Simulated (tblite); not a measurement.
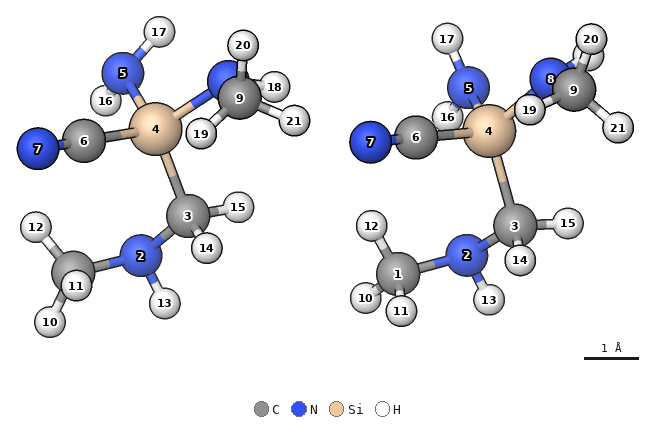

Two geometries of C₄H₁₂N₄Si, drawn at one scale. One is the start of a relaxation, the other its converged end. A ball-and-stick model, seen from a free direction.

The calculation used tblite, GFN2-xTB geometry optimisation, gas phase. 

### Which of the two is the end point?

The right one is the relaxed one. Over 111 geometry steps the energy falls by 83.0 kJ/mol. The atom that moves furthest after the best rigid fit is H17 (0.75 Å). By element the largest moves are H 0.75 Å, N 0.47 Å, C 0.22 Å, Si 0.13 Å. Near-neighbour distances that change, for instance: C3–Si4 1.834 → 1.914 Å, Si4–C6 1.811 → 1.883 Å, Si4–N8 1.791 → 1.720 Å, Si4–N5 1.784 → 1.716 Å. Bond angles that change, for instance: Si4–N8–C9 113.5° → 124.7°, C3–Si4–N8 108.3° → 118.8°, Si4–N5–H17 110.6° → 120.8°. Groups turn about Si4–N8 by about 25°, C1–N2 by about 20°. The run took 1.8 s on 1 thread of Arm Neoverse N1, on a shared host.
